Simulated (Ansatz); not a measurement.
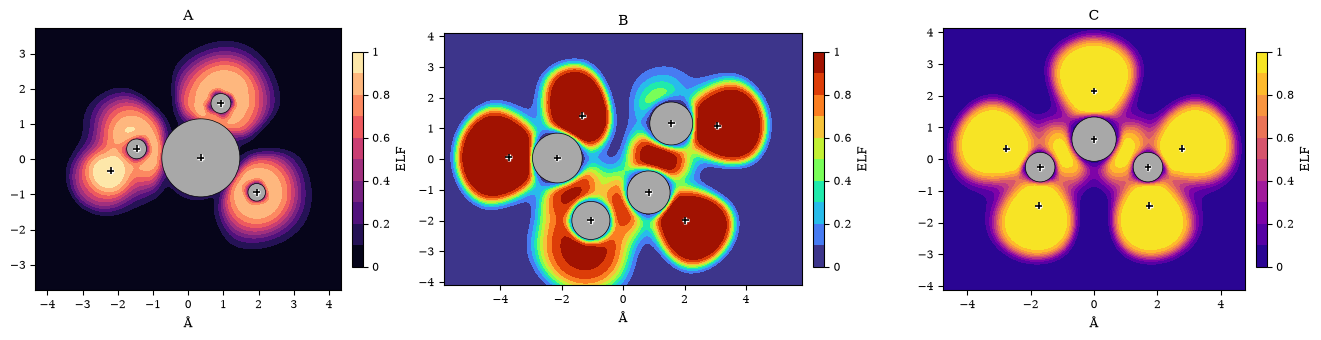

The ELF of 3 systems, each on a plane through atoms (crosses mark nuclei in the plane; grey discs cover the cores).

All numbers below come from isolated molecule in a Gaussian basis; Kohn-Sham density functional theory, functional PBE0 (Ansatz 0.2.0).

System 1: AlH$_{6}$PSi$_{2}$ (SMILES [AlH2]/[P]=[SiH]\[SiH3]), the plane of atoms Si3, Si4 and H9. Geometry: r2SCAN-D4/def2-SVP.

```xyz
10

Al    1.0628    3.2354    1.3330
P     1.4541    2.5371   -0.8316
Si   -0.3139    1.4254   -0.8846
Si   -2.0521    1.0248    0.6667
H    -0.2424    2.7755    2.1263
H     2.1132    4.1923    2.0437
H    -0.6137    0.6906   -2.1581
H    -1.5453    0.3363    1.8888
H    -3.0163    0.1215   -0.0361
H    -2.7535    2.2875    1.0384
```

System 2: F$_{2}$H$_{2}$MoO$_{3}$ (SMILES [O]=[Mo]([OH])([OH])([F])[F]), the plane of atoms O4, Mo3 and O5. Geometry: PBE0-D4/def2-SVP; core potentials replace the inner electrons of Mo.

```yaml
atoms:
  - { symbol: F, position_ang: [-1.4529, 0.8197, -1.0497] }
  - { symbol: F, position_ang: [0.0131, 1.9987, 0.5599] }
  - { symbol: Mo, position_ang: [-0.2768, 0.1943, 0.2590] }
  - { symbol: O, position_ang: [-1.3260, -0.3950, 1.3841] }
  - { symbol: O, position_ang: [1.3618, -0.2242, 0.9926] }
  - { symbol: O, position_ang: [0.0599, -1.1234, -1.0399] }
  - { symbol: H, position_ang: [2.2558, -0.1667, 0.6333] }
  - { symbol: H, position_ang: [-0.5426, -1.1604, -1.7952] }
```

System 3: B$_{2}$H$_{5}$Si (SMILES B[SiH]=[BH2-]) (charge −1), the molecular plane. Geometry: PBE0-D3(BJ)/def2-SVPD.

```tsv
atom	x (Å)	y (Å)	z (Å)
B	-1.9988	1.2276	-0.9566
B	-2.1602	1.6091	2.4208
Si	-1.3789	1.9527	0.7052
H	-1.4856	1.4620	-2.0395
H	-2.9637	0.4827	-0.9649
H	-0.1741	2.8746	0.6587
H	-3.1294	0.8744	2.5038
H	-1.7487	2.0840	3.4677
```

Match each panel to its system.

Answer. Panel A is system 2, F$_{2}$H$_{2}$MoO$_{3}$: the plane holds F, Mo, O and H. Mo–O (1.65 Å): the ELF peaks at about 0.80 in the valence shell of O, 0.5 Å from its nucleus, and drops to about 0.40 between the two atoms. Panel B is system 1, AlH$_{6}$PSi$_{2}$: the plane holds Al, P, Si and H. Si–P (2.09 Å): the ELF peaks at about 0.90 between the atoms; localised, covalent bonding. Panel C is system 3, B$_{2}$H$_{5}$Si: the plane holds B, Si and H. Si–B (1.92 Å): the ELF peaks at about 0.95 between the atoms; a shared electron pair.
